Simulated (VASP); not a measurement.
Band structure of SrVO$_{3}$ (cubic perovskite). All values below come from SCAN meta-GGA, VASP's PBE PAW potentials (set 64) (plane waves; VASP).

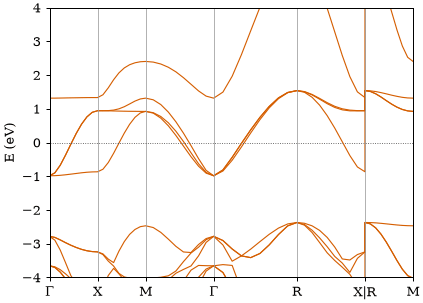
Figure: Bands along high-symmetry lines, zero at the valence-band maximum or, without a gap, the Fermi level

Read the plot: is there a gap, and where are the band edges?

It has no gap at this level: it comes out as a metal or semimetal.

The compound is SrVO3 in the cubic perovskite structure. It was relaxed first. The run is not spin-polarised, so no magnetic state was tried. The electron count is odd and the run is not spin-polarised, which forces a metal.
